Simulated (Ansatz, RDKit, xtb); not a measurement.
# Isomers of C4H6FOP, a sample narrowed down, part 2 of 2

Which of a sample of isomers of C4H6FOP is the most stable in the gas at 298.15 K, and what are its properties? The sample is small against all isomers, and the most stable one of this formula need not be in it.

xtb, Ansatz and PySCF; isolated molecules. The steps go on from the part before.

**7. Harmonic analysis of the finalists**

The lowest few in one piece go on as finalists. In this search the thermal terms come from GFN2-xTB at its own nearest minimum. The first, c763a:

File start.xyz:

```xyz
13
c763a
C      1.813999    -0.309987    -0.790990
C      1.176283    -0.668538    -2.109906
C     -0.156656    -0.802163    -2.081118
C     -0.881850    -0.612483    -0.783478
F     -0.886402    -1.108834    -3.157543
O      0.417325    -0.014440     1.739633
P      0.505117    -0.754073     0.444599
H      0.655826    -2.172034     0.532414
H      2.756131    -0.844352    -0.592700
H      2.019944     0.770691    -0.688717
H      1.751682    -0.802188    -3.028240
H     -1.672025    -1.362162    -0.625526
H     -1.335859     0.389500    -0.689730
```

Launch:

```
$ xtb start.xyz --gfn 2 --ohess tight
```

Log, shortened:

```text
* xtb version 6.7.1
[...]
          :  # basis functions                  40          :
[...]
          :  # electrons                        40          :
[...]
          :  Hamiltonian                  GFN2-xTB          :
[...]
          :  net charge                          0          :
          :  unpaired electrons                  0          :
[...]
   *** convergence criteria satisfied after 12 iterations ***
[...]
   *** GEOMETRY OPTIMIZATION CONVERGED AFTER 11 ITERATIONS ***
[...]
   *** convergence criteria satisfied after 3 iterations ***
[...]
         ::                     SUMMARY                     ::
         :::::::::::::::::::::::::::::::::::::::::::::::::::::
         :: total energy             -22.969233807834 Eh    ::
         :: gradient norm              0.000180834476 Eh/a0 ::
         :: HOMO-LUMO gap              4.933506907370 eV    ::
         ::.................................................::
         :: SCC energy               -23.208810135179 Eh    ::
         :: -> isotropic ES            0.040675311950 Eh    ::
         :: -> anisotropic ES          0.003039397572 Eh    ::
         :: -> anisotropic XC          0.004323509899 Eh    ::
         :: -> dispersion             -0.009495319288 Eh    ::
         :: repulsion energy           0.239576327344 Eh    ::
         :: add. restraining           0.000000000000 Eh    ::
         :: total charge              -0.000000000000 e     ::
         :::::::::::::::::::::::::::::::::::::::::::::::::::::
[...]
        20        2.0000           -0.4209786             -11.4554 (HOMO)
        21                         -0.2396755              -6.5219 (LUMO)
[...]
molecular dipole:
                 x           y           z       tot (Debye)
 q only:        0.448      -0.265      -0.554
   full:        0.474      -0.401      -0.812       2.599
molecular quadrupole (traceless):
[...]
          | TOTAL ENERGY              -22.969233807836 Eh   |
          | TOTAL ENTHALPY            -22.869847784517 Eh   |
          | TOTAL FREE ENERGY         -22.908957638960 Eh   |
          | GRADIENT NORM               0.000180765470 Eh/α |
[...]
```

It took 0.19 s on 4 threads of Arm Neoverse V1, shared host.

**8. Zero-point energy and free-energy terms**

As xtb prints them, at 298.15 K, with its own treatment of low modes:

```tsv
label	SMILES	spin	lowest mode (cm⁻¹)	zero-point (kcal/mol)	G − E (kcal/mol)
c763a	O=[P@@H]1CC=C(F)C1	singlet	69	57.4	37.8
c509a	O=[P@@H]1CCC=C1F	singlet	92	58.1	38.4
c123a	CC(=O)/P=C(\C)F	singlet	42i	57.1	36.2
```

c123a keeps an imaginary mode, a small one that points to a nearly free motion; the harmonic terms are rough for it.

**9. The final energy**

Each finalist gets a single point at CCSD(T)/def2-SVP + MP2/def2-TZVPP - MP2/def2-SVP.

c763a, CCSD(T)/def2-SVP:

File input.yaml:

```yaml
crystal:
  periodic: [false, false, false]
  atoms:
    - {symbol: C, position_ang: [1.813999, -0.309987, -0.790990]}
    - {symbol: C, position_ang: [1.176283, -0.668538, -2.109906]}
    - {symbol: C, position_ang: [-0.156656, -0.802163, -2.081118]}
    - {symbol: C, position_ang: [-0.881850, -0.612483, -0.783478]}
    - {symbol: F, position_ang: [-0.886402, -1.108834, -3.157543]}
    - {symbol: O, position_ang: [0.417325, -0.014440, 1.739633]}
    - {symbol: P, position_ang: [0.505117, -0.754073, 0.444599]}
    - {symbol: H, position_ang: [0.655826, -2.172034, 0.532414]}
    - {symbol: H, position_ang: [2.756131, -0.844352, -0.592700]}
    - {symbol: H, position_ang: [2.019944, 0.770691, -0.688717]}
    - {symbol: H, position_ang: [1.751682, -0.802188, -3.028240]}
    - {symbol: H, position_ang: [-1.672025, -1.362162, -0.625526]}
    - {symbol: H, position_ang: [-1.335859, 0.389500, -0.689730]}
basis:
  gaussian: {orbitals: def2-SVP}
correlation: {method: ccsd_t, frozen_orbitals: {H: 0, C: 1, P: 5, O: 1, F: 1}}
```

Launch:

```
$ ansatz run input.yaml --threads 4 --pin off --max-ram 7830MiB --events-out events.jsonl --progress --plain --runs-dir runs
```

Log, shortened:

```text
Warning: RAYON_NUM_THREADS=4 ignored (pool sized by the plan → 4); use --threads N
Functional definition: HF
  name "HF"
[...]
1313 factors; integrals over basis functions are off by at most 1.5e-3 eV
[...]
mean field -18221.35625771 eV, -669.6224915921 hartree, gradient 2.1e-6 eV, S^2 0.000000; 0 other end points of the search recorded, 0 dependent functions left out
11 core orbitals not correlated: weight in the atoms' cores, before any rotation towards them, 1.000 or more for the frozen orbitals, at most 0.000 for the correlated occupied ones
reference -18221.35625771 eV, -669.6224915921 hartree; 20, 20 occupied and 101, 101 virtual orbitals, 1313 factors
second order -27.80568859 eV of doubles, -0.00000000 eV of singles
cycle   1  -28.17929017 eV  change   -3.7e-1 eV  update   1.4e-1
[...]
cycle   9  -29.10849467 eV  change    4.4e-6 eV  update   4.3e-5
perturbative correction -0.96200931 eV, -0.0353531899 hartree
Total energy: -18251.42676169 eV, -670.7275622307 hartree
```

Wall time 20 s (4 threads of Arm Neoverse V1, shared host); peak memory 0.96 GiB.

**10. c763a at MP2/def2-TZVPP**

input.yaml: that of step 9 with these lines changed.

```diff
@@ -1 +1,3 @@
+basis:
+  gaussian: {orbitals: def2-TZVPP}
 crystal:
@@ -16,4 +18,3 @@
     - {symbol: H, position_ang: [-1.335859, 0.389500, -0.689730]}
-basis:
-  gaussian: {orbitals: def2-SVP}
-correlation: {method: ccsd_t, frozen_orbitals: {H: 0, C: 1, P: 5, O: 1, F: 1}}
+total_charge: 0
+correlation: {method: mp2, frozen_orbitals: {H: 0, C: 1, P: 5, O: 1, F: 1}}
```

Launch:

```
$ ansatz run input.yaml --threads 4 --pin off --max-ram 7830MiB --events-out events.jsonl --progress --plain --runs-dir runs
```

Log:

```text
Warning: RAYON_NUM_THREADS=4 ignored (pool sized by the plan → 4); use --threads N
[... 2 set-up lines as earlier in the session ...]
  exchange = exact_x
  correlation = 0
1901 factors; integrals over basis functions are off by at most 1.2e-3 eV
mean field evaluation 1: about -18229.3577 eV, gradient 5.2e1 eV
mean field evaluation 2: about -18229.8337 eV, gradient 5.2e1 eV
mean field evaluation 4: about -18235.7470 eV, gradient 6.8e0 eV
mean field evaluation 8: about -18235.8998 eV, gradient 4.4e-1 eV
mean field evaluation 16: about -18235.9009 eV, gradient 2.1e-6 eV
mean field -18235.90086260 eV, -670.1569959631 hartree, gradient 2.1e-6 eV, S^2 0.000000; 0 other end points of the search recorded, 0 dependent functions left out
11 core orbitals not correlated: weight in the atoms' cores, before any rotation towards them, 1.000 or more for the frozen orbitals, at most 0.000 for the correlated occupied ones
reference -18235.90086260 eV, -670.1569959631 hartree; 20, 20 occupied and 281, 281 virtual orbitals, 1901 factors
second order -35.00065786 eV of doubles, -0.00000000 eV of singles
Total energy: -18270.90152047 eV, -671.4432464152 hartree
```

Run time: 7.2 s. Hardware: 4 threads of Arm Neoverse V1, shared host; peak memory 1 GiB.

**11. c509a at CCSD(T)/def2-SVP**

File input.yaml:

```yaml
crystal:
  periodic: [false, false, false]
  atoms:
    - symbol: C
      position_ang: [-1.897449, -0.126939, -1.003914]
    - symbol: C
      position_ang: [-0.673551, -0.033100, -1.947967]
    - symbol: C
      position_ang: [0.567190, 0.168728, -1.114734]
    - symbol: C
      position_ang: [0.422635, -0.008515, 0.203286]
    - symbol: F
      position_ang: [1.407731, 0.092210, 1.098075]
    - symbol: O
      position_ang: [-1.445862, -1.934601, 1.207853]
    - symbol: P
      position_ang: [-1.262609, -0.547492, 0.678748]
    - symbol: H
      position_ang: [-1.741314, 0.484522, 1.541070]
    - symbol: H
      position_ang: [-2.416558, 0.841947, -0.939095]
    - symbol: H
      position_ang: [-2.629096, -0.887093, -1.312198]
    - symbol: H
      position_ang: [-0.568495, -0.950507, -2.553137]
    - symbol: H
      position_ang: [-0.800169, 0.791411, -2.668496]
    - symbol: H
      position_ang: [1.531049, 0.413610, -1.569904]
basis:
  gaussian: {orbitals: def2-SVP}
correlation: {method: ccsd_t, frozen_orbitals: {H: 0, C: 1, P: 5, O: 1, F: 1}}
```

Launch:

```
$ ansatz run input.yaml --threads 4 --pin off --max-ram 7830MiB --events-out events.jsonl --progress --plain --runs-dir runs
```

Log, shortened:

```text
Warning: RAYON_NUM_THREADS=4 ignored (pool sized by the plan → 4); use --threads N
[... 2 set-up lines as earlier in the session ...]
[...]
1312 factors; integrals over basis functions are off by at most 1.4e-3 eV
[...]
mean field -18221.02572532 eV, -669.6103447507 hartree, gradient 2.2e-6 eV, S^2 0.000000; 0 other end points of the search recorded, 0 dependent functions left out
11 core orbitals not correlated: weight in the atoms' cores, before any rotation towards them, 1.000 or more for the frozen orbitals, at most 0.000 for the correlated occupied ones
reference -18221.02572532 eV, -669.6103447507 hartree; 20, 20 occupied and 101, 101 virtual orbitals, 1312 factors
second order -27.78503161 eV of doubles, -0.00000000 eV of singles
cycle   1  -28.16624837 eV  change   -3.8e-1 eV  update   1.4e-1
[...]
cycle  10  -29.10683031 eV  change   -3.1e-5 eV  update   2.0e-5
perturbative correction -0.96589839 eV, -0.0354961111 hartree
Total energy: -18251.09845402 eV, -670.7154971463 hartree
```

Run time: 21 s. Hardware: 4 threads of Arm Neoverse V1, shared host; peak memory 0.96 GiB.

For c123a the log finds that unrestricted Hartree-Fock orbitals lie lower, a sign to watch the closed-shell reference there.

**12. The ranking**

Energies in kcal/mol from c763a; G adds the thermal terms to the CCSD(T)/def2-SVP + MP2/def2-TZVPP - MP2/def2-SVP energy. The columns left of the relaxed level are at the tight-binding geometries.

```tsv
label	SMILES	spin	GFN2-xTB	HF/STO-3G	r2SCAN-D4/def2-SVP	B3LYP-D3(BJ)/def2-SVP	HF/def2-SVP	MP2/def2-SVP	CCSD(T)/def2-SVP + MP2/def2-TZVPP - MP2/def2-SVP	G	share at equilibrium	T1
c763a	O=[P@@H]1CC=C(F)C1	singlet	0.0	0.0	0.0	0.0	0.0	0.0	0.0	0.0	100.0 %	0.014
c509a	O=[P@@H]1CCC=C1F	singlet	5.7	4.5	7.6	7.2	7.6	8.1	6.8	7.4	< 0.1 %	0.014
c123a	CC(=O)/P=C(\C)F	singlet	51.2	-43.2	16.8	15.4	21.4	19.8	33.4	31.8	< 0.1 %	0.017
```

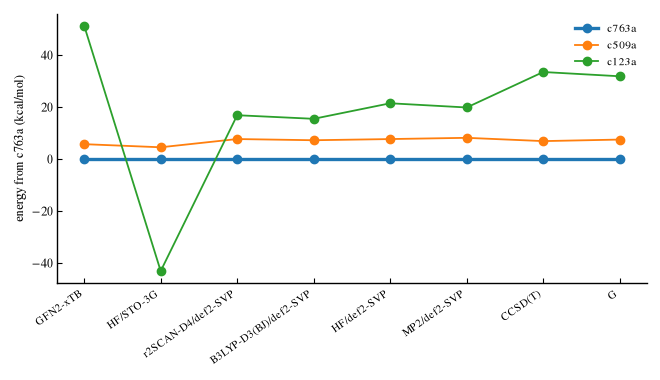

The finalists at each level, measured from c763a.

Lowest found: c763a, `O=[P@@H]1CC=C(F)C1`, a singlet. Bond lengths: C1–C2 1.508 Å, C2–C3 1.340 Å, C3–C4 1.499 Å, C3–F5 1.336 Å, C1–P7 1.854 Å, C4–P7 1.858 Å, O6–P7 1.494 Å, P7–H8 1.429 Å, C1–H9 1.101 Å, C1–H10 1.105 Å, C2–H11 1.092 Å, C4–H12 1.101 Å, C4–H13 1.104 Å. Some angles: C1–C2–C3 115.2°, C2–C1–P7 103.1°, C2–C3–C4 119.2°, C2–C3–F5 123.3°, C4–C3–F5 117.5°, C3–C4–P7 101.6°, C1–P7–C4 93.9°, C1–P7–O6 120.0°, C4–P7–O6 119.4°, C1–C2–H11 122.8°.

```xyz
13

C     1.8140   -0.3100   -0.7910
C     1.1763   -0.6685   -2.1099
C    -0.1567   -0.8022   -2.0811
C    -0.8819   -0.6125   -0.7835
F    -0.8864   -1.1088   -3.1575
O     0.4173   -0.0144    1.7396
P     0.5051   -0.7541    0.4446
H     0.6558   -2.1720    0.5324
H     2.7561   -0.8444   -0.5927
H     2.0199    0.7707   -0.6887
H     1.7517   -0.8022   -3.0282
H    -1.6720   -1.3622   -0.6255
H    -1.3359    0.3895   -0.6897
```

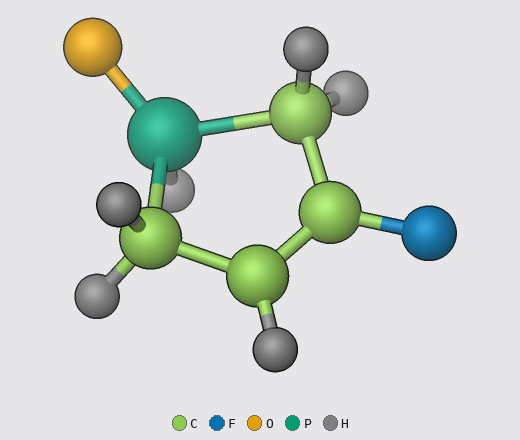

The lowest structure found, seen from a chosen angle (carbon green, fluorine blue, oxygen amber, phosphorus teal, hydrogen grey).

**13. Summary of results**

The summary covers parts 1 to 2.

| quantity | value |
| --- | --- |
| lowest structure found | O=[P@@H]1CC=C(F)C1, singlet |
| next finalist | O=[P@@H]1CCC=C1F, singlet, 7.4 kcal/mol higher in G |
| share at equilibrium, among the finalists | 100.0 % |
| funnel | 5 starts, 5 minima at GFN2-xTB, 7 screening runs, 3 relaxed, 3 ranked |
| CPU time of all runs | 10 min |

In words: The search ends on `O=[P@@H]1CC=C(F)C1`. Among the finalists first place is clear (7.4 kcal/mol); structures outside the list aren't covered. GFN2-xTB, r2SCAN-D4/def2-SVP, B3LYP-D3(BJ)/def2-SVP, HF/def2-SVP and MP2/def2-SVP already put its bonding pattern lowest among the structures in one piece; HF/STO-3G favours the singlet CC(=O)/P=C(\C)F. The largest share of the time went into the final energies (55 %). The search is not exhaustive (a finite list of starts, one conformer a finalist), so a lower isomer can't be ruled out. Only 4 drawn patterns were tried, so whole families of isomers are missing, and the result ranks this sample alone. The lowest isomer need not be the one that is made and kept in a bottle, which depends on barriers.
